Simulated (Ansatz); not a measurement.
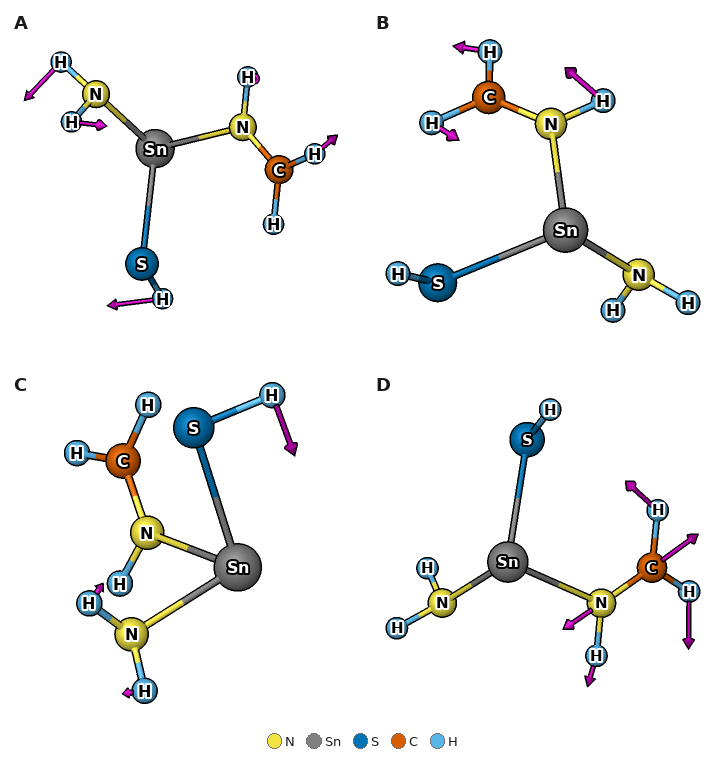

4 normal modes of one molecule or complex, as arrows. Harmonic vibrations computed with RKS PBE0-D4/def2-TZVP, core potentials on Sn (Ansatz 0.2.0) at a stationary point of the same level.

Match the panels to the wavenumbers 254 cm⁻¹, 619 cm⁻¹, 1374 cm⁻¹, 1735 cm⁻¹.

Answer. A: 254 cm⁻¹, a torsion or out-of-plane motion in which bond lengths and bond angles hardly change
B: 1374 cm⁻¹, angle bending
C: 619 cm⁻¹, H–S–Sn bending
D: 1735 cm⁻¹
